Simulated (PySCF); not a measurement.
System: C4H8B2S.

```csv
atom,x (Å),y (Å),z (Å)
C,2.7875,-0.5591,-1.1236
S,2.3459,-0.0294,0.5706
B,0.9527,1.1023,0.0158
B,-0.5055,0.4060,-0.1561
C,-1.5481,0.2962,0.9800
C,-2.4643,-0.9328,1.0816
C,-3.0421,0.1368,0.6655
H,1.9631,-1.1130,-1.5628
H,3.6587,-1.1975,-1.0237
H,3.0289,0.3092,-1.7306
H,1.3010,2.2060,-0.1862
H,-0.8101,-0.1387,-1.1583
H,-1.3370,0.7790,1.9356
H,-2.4481,-1.9555,1.3607
H,-3.8825,0.6905,0.3315
```

Geometry: GFN2-xTB.

Method: PySCF, PBE0/pcSseg-1, SCF density, in a water solvent model, non-relativistic.

> What will maps of the electron density and electron localisation function show?

C–S (1.83 Å): ρ at the midpoint is about 1.2 e/Å³; the ELF peaks at about 0.90 between the atoms: a shared electron pair.
C–H (1.09 Å): the density is about 2 e/Å³ at the midpoint; the ELF climbs to about 1 towards the hydrogen, as it does in any bond to H: an ordinary covalent bond to hydrogen.

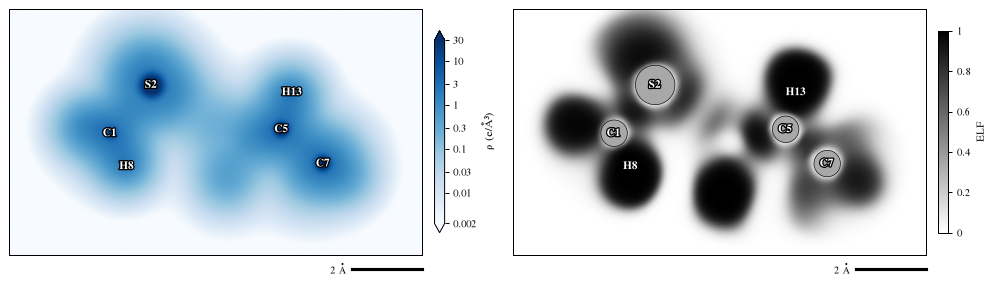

Computed electron density and electron localisation function on the plane of atoms C7, C5 and H13, in this order. Grey discs cover the atomic cores in the ELF map. 
